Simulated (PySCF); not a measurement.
# CH5B2Cl: electronic excitations and core binding energies

Aim: predict the electronic excitations and core binding energies of CH5B2Cl (`BCBCl`).

Programs: PySCF 2.14.0, with density-fitted response routines of our own. Each step states its level of theory. These are calculated values for one molecule in the gas phase, unless marked as measured. Atoms are numbered from 0 throughout.

### 1 Starting geometry

9 atoms, charge 0, multiplicity 1; geometry from: GFN2-xTB.

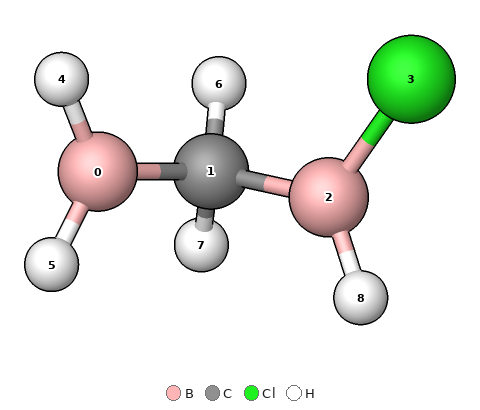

As it starts; boron pink, carbon grey, chlorine green, hydrogen white, atoms numbered; sticks join atoms by distance.

### 2 TDDFT and polarisability: PBE0/def2-SVPD

What the job is given:

```
{"job": {"kind": "uv", "xc": "PBE0", "basis": "def2-SVPD", "nstates": 8, "ntriplets": 3}, "charge": 0, "multiplicity": 1}
B     -1.217348     0.515393    -0.057408
C     -0.134546    -0.610694    -0.234323
B      1.216207    -0.041058     0.350548
Cl     2.320651     0.752309    -0.659716
H     -1.441425     1.258245    -0.931110
H     -1.776262     0.629875     0.962804
H     -0.017672    -0.877736    -1.283382
H     -0.416730    -1.494677     0.336312
H      1.480686    -0.125663     1.491096
```

With the program's defaults for keys left out, this is: TDDFT PBE0/def2-SVPD, vertical, gas phase, core orbitals frozen in the response.

Output:

```text
coarse grid: 7984 points
cycle   1  E = -550.4628015723  dE =  1.869e-01  |g| = 3.010e-01  |ddm| = 3.438e+00
cycle   2  E = -550.4631970325  dE = -3.955e-04  |g| = 3.054e-01  |ddm| = 7.108e-01
cycle   3  E = -550.4876881634  dE = -2.449e-02  |g| = 2.614e-02  |ddm| = 3.281e-01
cycle   4  E = -550.4878597221  dE = -1.716e-04  |g| = 1.113e-02  |ddm| = 5.407e-02
cycle   5  E = -550.4878929867  dE = -3.326e-05  |g| = 2.364e-03  |ddm| = 1.795e-02
cycle   6  E = -550.4878944826  dE = -1.496e-06  |g| = 8.667e-04  |ddm| = 4.344e-03
final grid: 72232 points
cycle   7  E = -550.5466245483  dE = -2.225e-05  |g| = 4.863e-03  |ddm| = 4.347e-02
cycle   8  E = -550.5466236566  dE =  8.917e-07  |g| = 5.302e-03  |ddm| = 1.188e-02
cycle   9  E = -550.5466311682  dE = -7.512e-06  |g| = 4.296e-04  |ddm| = 5.591e-03
cycle  10  E = -550.5466312178  dE = -4.965e-08  |g| = 9.312e-05  |ddm| = 7.599e-04
cycle  11  E = -550.5466312200  dE = -2.177e-09  |g| = 3.495e-05  |ddm| = 1.698e-04
cycle  12  E = -550.5466312204  dE = -3.688e-10  |g| = 9.244e-06  |ddm| = 5.927e-05
converged SCF energy = -550.5466312204

Static polarisability (au): isotropic 53.895, principal 46.096 51.054 64.536

Singlet excitations
state   eV       nm        f      main configurations
  1   4.9094    252.5   0.01320   H->L 0.95
  2   5.4975    225.5   0.00028   H-1->L 0.96
  3   5.9411    208.7   0.02428   H-2->L 0.85
  4   6.6114    187.5   0.00241   H->L+1 0.89
  5   7.0313    176.3   0.00226   H-4->L 0.66, H-1->L+1 0.24
  6   7.2257    171.6   0.05509   H-3->L 0.84
  7   7.4828    165.7   0.00083   H-1->L+1 0.69, H-4->L 0.26
  8   7.6144    162.8   0.05804   H-5->L 0.84

Triplet excitations (Tamm-Dancoff, eV): 4.3937 4.8889 5.3236
```

Wall time 7.4 s (1 thread, shared host).

Frontier orbitals and where they lie:

| orbital | eV | atoms |
| --- | --- | --- |
| HOMO−3 | -10.47 | Cl3 57 %, B2 16 %, C1 10 % |
| HOMO−2 | -9.66 | Cl3 34 %, C1 23 %, B0 22 % |
| HOMO−1 | -9.32 | B0 33 %, H5 19 %, C1 16 % |
| HOMO | -8.53 | Cl3 49 %, B2 17 %, C1 16 % |
| LUMO | -2.15 | B0 31 %, B2 23 %, C1 17 % |
| LUMO+1 | -0.48 | B2 34 %, B0 28 %, Cl3 13 % |
| LUMO+2 | 0.60 | B2 36 %, B0 28 %, Cl3 15 % |

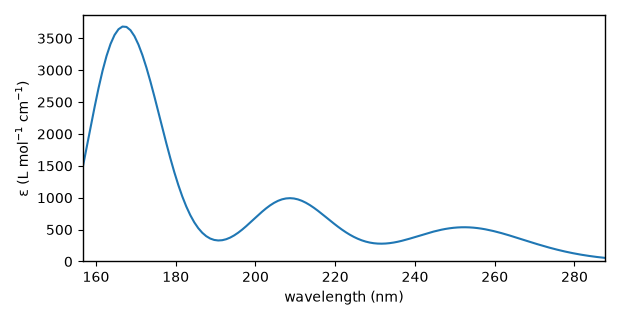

Absorption spectrum: each of the 8 states is a Gaussian band of 0.4 eV half-width at 1/e. Beyond the last state computed it falls off for lack of states.

Ground-state properties from the same run:

| property | computed |
| --- | --- |
| dipole moment (D) | 1.00 |
| polarisability (Å³) | 7.99 |
| HOMO–LUMO gap (eV) | 6.38 |
| −ε(HOMO) (eV) | 8.53 |

### 3 Core-electron binding energies: SCAN, X2C

The job, as its differences from that of step 2:

```diff
@@ -1,2 +1,2 @@
-{"job": {"kind": "uv", "xc": "PBE0", "basis": "def2-SVPD", "nstates": 8, "ntriplets": 3}, "charge": 0, "multiplicity": 1}
+{"job": {"kind": "xps"}, "charge": 0, "multiplicity": 1}
 B     -1.217348     0.515393    -0.057408
```

Level: delta-SCF UKS SCAN, pcX-2 on the ionised atom, pcseg-1 elsewhere, spin-free X2C.

Output:

```text
ground state, core basis on atom 0 (B), 116 functions
  cycle   1  E = -552.23362075  |g| = 4.03e-01
  cycle   2  E = -552.21018077  |g| = 4.84e-01
  cycle   3  E = -552.27794259  |g| = 4.82e-02
  cycle   4  E = -552.27860646  |g| = 1.72e-02
  cycle   5  E = -552.27869692  |g| = 5.43e-03
  cycle   6  E = -552.27870437  |g| = 2.32e-03
  cycle   7  E = -552.27870566  |g| = 4.53e-04
  E(ground) = -552.28714462 Eh
hole in B 1s of atom 0
  cycle   1  E = -544.65813901  |g| = 1.15e+00
  cycle   2  E = -542.70023058  |g| = 1.90e+00
  cycle   3  E = -544.86815942  |g| = 4.99e-01
  cycle   4  E = -545.03614117  |g| = 2.12e-01
  cycle   5  E = -545.06433911  |g| = 8.08e-02
  cycle   6  E = -545.06853086  |g| = 4.56e-02
  cycle   7  E = -545.06937646  |g| = 3.41e-02
  cycle   8  E = -545.07018083  |g| = 1.45e-02
  cycle   9  E = -545.07040661  |g| = 8.50e-03
  cycle  10  E = -545.07045573  |g| = 6.07e-03
  cycle  11  E = -545.07047745  |g| = 3.60e-03
  cycle  12  E = -545.07048642  |g| = 7.82e-04
  cycle  13  E = -545.07048638  |g| = 1.89e-04
  E(ion) = -545.07873034 Eh   <S^2> = 1.0015   hole on atom = 1.000   binding energy = 196.151 eV
ground state, core basis on atom 1 (C), 116 functions
  cycle   1  E = -552.28600848  |g| = 5.66e-02
  cycle   2  E = -552.28598036  |g| = 1.66e-02
  cycle   3  E = -552.28596497  |g| = 1.84e-02
  cycle   4  E = -552.28605515  |g| = 6.33e-04
  cycle   5  E = -552.28605527  |g| = 1.79e-04
  E(ground) = -552.29341073 Eh
hole in C 1s of atom 1
  cycle   1  E = -541.05897725  |g| = 1.51e+00
  cycle   2  E = -540.44530766  |g| = 1.76e+00
  cycle   3  E = -541.56171929  |g| = 3.55e-01
  cycle   4  E = -541.59346884  |g| = 2.17e-01
  cycle   5  E = -541.62296199  |g| = 4.68e-02
  cycle   6  E = -541.62403114  |g| = 6.17e-03
  cycle   7  E = -541.62405261  |g| = 3.14e-03
  cycle   8  E = -541.62405857  |g| = 7.36e-04
  cycle   9  E = -541.62406017  |g| = 3.49e-04
  E(ion) = -541.62914134 Eh   <S^2> = 0.7653   hole on atom = 1.000   binding energy = 290.190 eV
ground state, core basis on atom 2 (B), 116 functions
  cycle   1  E = -552.28097598  |g| = 5.36e-02
  cycle   2  E = -552.28054273  |g| = 4.95e-02
  cycle   3  E = -552.28117553  |g| = 1.88e-02
  cycle   4  E = -552.28128236  |g| = 2.24e-03
  cycle   5  E = -552.28128608  |g| = 3.57e-04
  E(ground) = -552.28979942 Eh
hole in B 1s of atom 2
  cycle   1  E = -544.61986663  |g| = 1.17e+00
  cycle   2  E = -542.46531343  |g| = 2.03e+00
  cycle   3  E = -544.87491962  |g| = 4.61e-01
  cycle   4  E = -545.00658062  |g| = 2.03e-01
  cycle   5  E = -545.02346732  |g| = 1.30e-01
  cycle   6  E = -545.03374032  |g| = 4.57e-02
  cycle   7  E = -545.03511340  |g| = 1.12e-02
  cycle   8  E = -545.03521887  |g| = 4.77e-03
  cycle   9  E = -545.03524334  |g| = 3.14e-03
  cycle  10  E = -545.03525462  |g| = 1.29e-03
  cycle  11  E = -545.03525831  |g| = 4.83e-04
  E(ion) = -545.04179482 Eh   <S^2> = 0.8022   hole on atom = 1.000   binding energy = 197.228 eV
ground state, core basis on atom 3 (Cl), 127 functions
  cycle   1  E = -552.47341072  |g| = 4.86e-01
  cycle   2  E = -552.47360036  |g| = 4.88e-02
  cycle   3  E = -552.47358459  |g| = 3.66e-02
  cycle   4  E = -552.47372836  |g| = 9.48e-03
  cycle   5  E = -552.47374796  |g| = 2.24e-03
  cycle   6  E = -552.47375030  |g| = 2.75e-04
  E(ground) = -552.46385916 Eh
hole in Cl 1s of atom 3
  cycle   1  E = -447.26130743  |g| = 5.47e+00
  cycle   2  E = -447.75740632  |g| = 2.14e+00
  cycle   3  E = -448.23981130  |g| = 7.26e-01
  cycle   4  E = -448.44899671  |g| = 2.79e-01
  cycle   5  E = -448.48953604  |g| = 1.10e-01
  cycle   6  E = -448.49558607  |g| = 2.72e-02
  cycle   7  E = -448.49584139  |g| = 1.56e-02
  cycle   8  E = -448.49596483  |g| = 2.19e-03
  cycle   9  E = -448.49596647  |g| = 6.66e-04
  cycle  10  E = -448.49596710  |g| = 1.11e-04
  E(ion) = -448.49441991 Eh   <S^2> = 0.7519   hole on atom = 1.000   binding energy = 2829.153 eV
hole in Cl 2p of atom 3
  cycle   1  E = -544.39696815  |g| = 1.71e+00
  cycle   2  E = -544.41070602  |g| = 1.24e+00
  cycle   3  E = -544.80141561  |g| = 2.88e-01
  cycle   4  E = -544.83825200  |g| = 1.54e-01
  cycle   5  E = -544.85203780  |g| = 3.68e-02
  cycle   6  E = -544.85265905  |g| = 1.27e-02
  cycle   7  E = -544.85273645  |g| = 3.90e-03
  cycle   8  E = -544.85274477  |g| = 6.22e-04
  cycle   9  E = -544.85274464  |g| = 2.65e-04
  E(ion) = -544.85103917 Eh   <S^2> = 0.7513   hole on atom = 1.001   binding energy = 207.155 eV
  2p3/2 = 206.567 eV   2p1/2 = 208.221 eV
```

Run time: 16 s. Hardware: 1 thread, shared host.

The holes in one table. −ε is the ground-state orbital energy:

| hole | stands for | environment | ΔSCF (eV; 2p as the shell's mean) | −ε (eV) | ⟨S²⟩ |
| --- | --- | --- | --- | --- | --- |
| B1s on B0 | B0 | boron bonded to C, 2 H | 196.15 (doubtful) | 180.4 | 1.001 |
| C1s on C1 | C1 | sp3 CH2 bonded to 2 B | 290.19 | 273.1 | 0.765 |
| B1s on B2 | B2 | boron bonded to C, Cl, H | 197.23 | 181.6 | 0.802 |
| Cl1s on Cl3 | Cl3 | chlorine bonded to B | 2829.15 | 2763.9 | 0.752 |
| Cl2p on Cl3 | Cl3 | chlorine bonded to B | 207.12 | 193.8 | 0.751 |

Doubtful: the ion did not converge, its hole moved, or its ⟨S²⟩ is well above 0.75.

With the spin-orbit splitting: Cl3 2p3/2 206.57, 2p1/2 208.22 eV. The table gives each 2p level as the mean over the whole 2p shell (two parts 2p3/2, one part 2p1/2), which differs a little from the single hole in the log.

### 4 Outcome

```
                                                    quantity                        value
                             lowest singlet (PBE0/def2-SVPD)  4.91 eV (253 nm), f = 0.013
                    brightest single state of those computed  state 8, 7.61 eV, f = 0.058
                                              lowest triplet                      4.39 eV
                            C1s binding energies, SCAN/pcX-2                 C1 290.19 eV
B1s binding energies, SCAN/pcX-2 (standing for 1 of 2 atoms)                 B2 197.23 eV
                           Cl1s binding energies, SCAN/pcX-2               Cl3 2829.15 eV
                           Cl2p binding energies, SCAN/pcX-2                Cl3 207.12 eV
```

The first singlet state (HOMO→LUMO 0.95) lies at 4.91 eV and is weak; of the 8 states computed, the strongest absorption comes from state 8 at 7.61 eV (the last computed, so partners may be missing). The lowest triplet lies 0.52 eV below the lowest singlet (triplets in Tamm-Dancoff, singlets in full TDDFT).
